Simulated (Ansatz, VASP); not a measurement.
# Au (Gold) in two plane-wave programs, part 2 of 2

Aim: how closely do two programs agree when they are given the same cell, functional and k mesh? The cell is taken from a series of VASP runs on this material, whose earlier steps may have relaxed, scaled or displaced it; both programs get it as it stands. Valence electrons are named where the data sets of a main pair hold unlike numbers.

VASP 6.6.1 and Ansatz 0.2.0.

So far. Step 2 (Ansatz: single point, PBE with D3(BJ)): The run ends at a pressure of 0.27 GPa.

**6. VASP: band structure, PBE with D3(BJ), spin-orbit coupling**

Level of this step: PBE with D3(BJ), spin-orbit coupling; plane waves and PAW (Au) (VASP).

The same cell, functional, mesh and smearing now go to VASP, with its own data sets.

Contents of INCAR:

```
SYSTEM = Au
PREC = Accurate
ENCUT = 400
EDIFF = 1E-06
NELM = 100
ISMEAR = 1
SIGMA = 0.2
LREAL = .FALSE.
ALGO = Normal
GGA = PE
IVDW = 12
LNONCOLLINEAR = .TRUE.
MAGMOM = 0 0 0
NBANDS = 22
GGA_COMPAT = .FALSE.
LASPH = .TRUE.
LSORBIT = .TRUE.
LMAXMIX = 4
LORBIT = 11
LWAVE = .FALSE.
LCHARG = .FALSE.
KPAR = 2
```

Contents of POSCAR:

```
Au
1.0
    0.0000000000      2.0499998893      2.0499998893
    2.0499998893      0.0000000000      2.0499998893
    2.0499998893      2.0499998893      0.0000000000
Au
1
Direct
    0.0000000000      0.0000000000      0.0000000000
```

Contents of KPOINTS:

```
Automatic mesh
0
Gamma
9 9 9
0 0 0
```

Contents of KPOINTS_OPT:

```
Line mode
16
Line-mode
Reciprocal
  0.00000000   0.00000000   0.00000000 GAMMA
  0.50000000   0.00000000   0.50000000 X

  0.50000000   0.00000000   0.50000000 X
  0.50000000   0.25000000   0.75000000 W

  0.50000000   0.25000000   0.75000000 W
  0.37500000   0.37500000   0.75000000 K

  0.37500000   0.37500000   0.75000000 K
  0.00000000   0.00000000   0.00000000 GAMMA

  0.00000000   0.00000000   0.00000000 GAMMA
  0.50000000   0.50000000   0.50000000 L

  0.50000000   0.50000000   0.50000000 L
  0.62500000   0.25000000   0.62500000 U

  0.62500000   0.25000000   0.62500000 U
  0.50000000   0.25000000   0.75000000 W

  0.50000000   0.25000000   0.75000000 W
  0.50000000   0.50000000   0.50000000 L

  0.50000000   0.50000000   0.50000000 L
  0.37500000   0.37500000   0.75000000 K

  0.62500000   0.25000000   0.62500000 U
  0.50000000   0.00000000   0.50000000 X
```

Potentials, in the order of the species: Au (PBE family, release 64).

Run with:

```sh
mpirun -np 2 vasp_ncl
```

Numbers of over 12 decimals in the logs are rounded to 6 here.

What it wrote:

```text
[banner, memory and clock lines left out]
running    2 mpi-ranks, on    1 nodes
[...]
LDA part: xc-table for (Slater+PW92), standard interpolation
 POSCAR, INCAR and KPOINTS ok, starting setup
[...]
entering main loop
       N       E                     dE             d eps       ncg     rms          rms(c)
DAV:   1     0.517778797614E+02    0.51778E+02   -0.47696E+03  1668   0.767E+02
DAV:   2    -0.280548670682E+01   -0.54583E+02   -0.50891E+02  1804   0.202E+02
DAV:   3    -0.379853850182E+01   -0.99305E+00   -0.98953E+00  1792   0.269E+01
DAV:   4    -0.380326010434E+01   -0.47216E-02   -0.47214E-02  1708   0.204E+00
[...]
DAV:  10    -0.351765409676E+01   -0.43356E-05   -0.30337E-06  1720   0.188E-02    0.454E-02
DAV:  11    -0.351765632161E+01   -0.22249E-05   -0.90677E-07  1608   0.104E-02    0.119E-02
DAV:  12    -0.351765668168E+01   -0.36007E-06   -0.44911E-08   878   0.215E-03
   1 F= -.41755954E+01 E0= -.41760680E+01  d E =0.141792E-02  mag=     0.0000    -0.0000    -0.0000
 Start KPOINTS_OPT (optional k-point list driver)
k-point batch [1-35\160]
       N       E                     dE             ncg
DAV:   1     0.405524379256E+04   -0.83494E+04     1588
DAV:   2     0.210741888032E+04   -0.19478E+04     1852
DAV:   3     0.207238553685E+04   -0.35033E+02     1684
DAV:   4     0.207219479282E+04   -0.19074E+00     1678
DAV:   5     0.207219255776E+04   -0.22351E-02     1660
DAV:   6     0.207219252747E+04   -0.30292E-04     1666
DAV:   7     0.207219252707E+04   -0.39991E-06     1226
[...]
k-point batch [141-160\160]
       N       E                     dE             ncg
DAV:   1     0.859204838581E+04   -0.71859E+04      928
DAV:   2     0.753809862933E+04   -0.10539E+04     1054
DAV:   3     0.751730582254E+04   -0.20793E+02      958
DAV:   4     0.751719183897E+04   -0.11398E+00      946
DAV:   5     0.751719047585E+04   -0.13631E-02      958
DAV:   6     0.751719045702E+04   -0.18830E-04      964
DAV:   7     0.751719045677E+04   -0.24910E-06      646
```

OUTCAR, selected parts (step 6):

```text
 Edisp (eV)   -0.65794

  Total      -0.11046    -0.11046    -0.11046     0.00000    -0.00000     0.00000
  in kB     -10.27121   -10.27121   -10.27121     0.00000    -0.00000     0.00000
  external pressure =      -10.27 kB  Pullay stress =        0.00 kB

 POSITION                                       TOTAL-FORCE (eV/Angst)
 -----------------------------------------------------------------------------------
      0.00000      0.00000      0.00000        -0.000000     -0.000000     -0.000000
 -----------------------------------------------------------------------------------
    total drift:                               -0.000000     -0.000000     -0.000000

  FREE ENERGIE OF THE ION-ELECTRON SYSTEM (eV)
  ---------------------------------------------------
  free  energy   TOTEN  =        -4.1755953906 eV

  energy  without entropy=       -4.1770133132  energy(sigma->0) =       -4.17606803

 magnetization (x)
# of ion       s       p       d       tot
------------------------------------------
    1        0.000  -0.000  -0.000  -0.000

 magnetization (y)
# of ion       s       p       d       tot
------------------------------------------
    1        0.000  -0.000   0.000  -0.000

 magnetization (z)
# of ion       s       p       d       tot
------------------------------------------
    1        0.000  -0.000   0.000  -0.000

[... 1 part as in an earlier step ...]

[... 2 further parts left out ...]
[key lines of the parts left out:]
E-fermi :   9.1920
```

The run ends at a pressure of -1.03 GPa.

**7. Comparison**

What differs besides the data sets and the points named for the pairs above, as far as they apply: spin-orbit coupling enters by fully relativistic files in Ansatz and inside the spheres in VASP; the data sets hold 19 valence electrons in Ansatz (on its fully relativistic PAW (standard-fr) files) and 11 in VASP. Total energies have different zeros and are not compared.

Both answers:

| quantity | Ansatz | VASP | difference |
| --- | --- | --- | --- |
| pressure (GPa) | -1.08 | -1.03 | -0.06 |
| pressure without Ansatz's Pulay correction (GPa) | -1.14 | -1.03 | -0.12 |

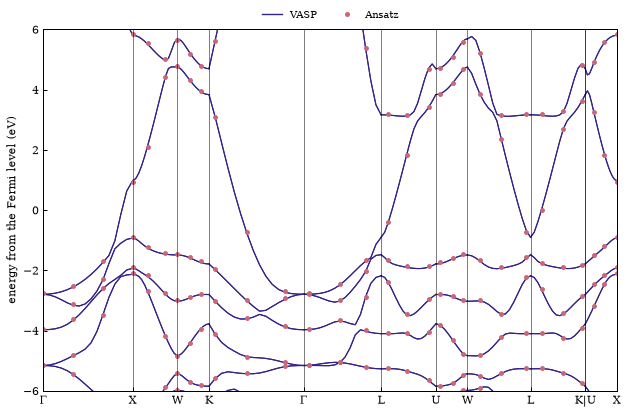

Bands from VASP (lines) and levels from Ansatz (dots). Dots without a line are higher empty bands that the VASP plot leaves out.

Levels from 3 eV below to 2 eV above the Fermi level differ by 34 meV r.m.s. and 54 meV at most; each VASP level is matched to the nearest of Ansatz, which flatters the figure a little. Ansatz's pressure holds a Pulay correction of 0.06 GPa; VASP's holds none.

**8. Summary of results**

| Quantity | Value |
| --- | --- |
| difference in pressure (single point, PBE with D3(BJ)) | 0.25 GPa |
| r.m.s. difference of levels near the Fermi level (band structure, PBE with D3(BJ), spin-orbit coupling) | 34 meV |

In words: The r.m.s. difference of levels near the Fermi level is 34 meV (band structure, PBE with D3(BJ), spin-orbit coupling), within the 80 meV picked in this series as the mark of a large difference. The data sets hold unlike numbers of valence electrons (19 in Ansatz and 11 in VASP), so part of the differences comes from the potentials. How closely two codes agree says nothing of how well the functional describes the real material.

[Lines on the potential files, build, host, timing and source positions are cut from VASP's logs without a mark.]

[Logs are printed without paths, hosts, clocks, repeated set-up lines and the standing remarks that a program may print on its own settings, such as how far it seeks lower states.]

[Hosts, paths, dates, database ids (printed as entryN), source tags and the programs' standing remarks are cut or masked in the printed files.]
